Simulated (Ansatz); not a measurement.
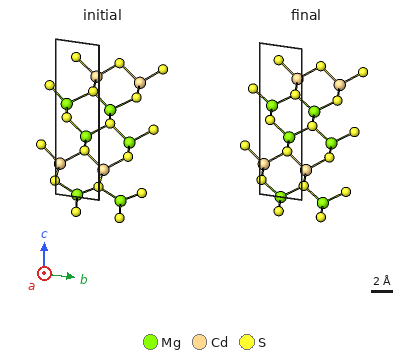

The structure of a crystal of Mg3Cd2S5 (a generated structure, set up in P1) (coarse preliminary run) before (left) and after (right) a relaxation, at one scale.

The picture is a ball-and-stick view of the cell of the calculation, reduced to other axes, repeated 1 × 2 × 1 with one cell outlined, seen along the a axis. Lengths and directions refer to the drawn axes.

These are results of DFT PBE, scalar-relativistic, plane waves, PAW (Ansatz 0.2.0), not measurements.

Input file:
```yaml
crystal:
  lattice:
    - [-0.0030047053, -4.1278109077, -0.005636234]
    - [4.2260847979, 0.0030047053, -0.0023771164]
    - [-2.1198929294, 2.0822081068, 14.7655168344]
  atoms:
    - { symbol: Mg, position: [0.6770321229, 0.6978903689, 0.3993230733] }
    - { symbol: Mg, position: [0.3058876266, 0.3336747357, 0.5918280415] }
    - { symbol: Mg, position: [0.5361099702, 0.51801162, 0.0151227182] }
    - { symbol: Cd, position: [0.9434117287, 0.8530765272, 0.7952807337] }
    - { symbol: Cd, position: [0.0723106474, 0.0986963255, 0.1999653793] }
    - { symbol: S, position: [0.320842149, 0.8322124306, 0.6972101385] }
    - { symbol: S, position: [0.9169064165, 0.4302627579, 0.9035378182] }
    - { symbol: S, position: [0.5381363006, 0.0993066272, 0.0854508576] }
    - { symbol: S, position: [0.1538740798, 0.6384312374, 0.3070945093] }
    - { symbol: S, position: [0.7854889582, 0.2484373697, 0.5051867305] }
basis:
  ecutwfc: 420
kpoints:
  mp_grid: { grid: [4, 4, 4] }
hamiltonian:
  xc: pbe
scf:
  occupations: { method: gaussian, width: 0.1 }
  lower_state_search: "off"
output:
  forces: true
  stress: true
  eigenvalues: true
relax:
  adjacent_minimum: "off"
  f_tol: 0.025
  max_steps: 60
  cell: { stress_tol: 0.25 }
```

Launched with:
```bash
ansatz run input.yaml --threads 4 --pin off --max-ram 8192MiB --backend cpu --events-out ev --progress --plain --runs-dir out
```

Q: What changed between the two?

A: After 3 accepted moves (4 points after the start) the energy has fallen by 145 meV per atom. The largest force component goes from 2.4 to 0.016 eV/Å. The pressure goes from −1.24 to −0.01 GPa. At 1 point the geometry stayed and the basis and grid were re-selected for the new cell (energy shift of 0.2 meV per atom at most each time). The atom that moves furthest relative to the cell is S8 (0.27 Å in a general direction near [0 3 1]). Largest moves by element: S 0.27 Å, Cd 0.25 Å, Mg 0.25 Å. The volume changes by −5.9 %, with a 4.128 → 4.105 Å (−0.6 %), b 4.226 → 4.103 Å (−2.9 %), c 15.046 → 14.682 Å (−2.4 %), β 97.7° → 98.0°, γ 90.1° → 89.9°. Among the contacts that change: Mg3–S7 2.849 → 2.468 Å, Mg2–S6 2.817 → 2.469 Å, Mg3–S8 2.186 → 2.469 Å, Cd4–S6 2.285 → 2.557 Å. Among the angles between lasting bonds that change: S8–Mg3–S8 127.0° → 112.4°, Mg3–S8–Mg3 127.0° → 112.4°, Mg3–S7–Cd4 121.8° → 109.6°. The space group stays P1 (No. 1). Cost: 95 s on 4 threads of Intel(R) Xeon(R) Processor @ 2.50GHz (Skylake/Cascade Lake), on a shared host, peak memory 0.91 GiB.
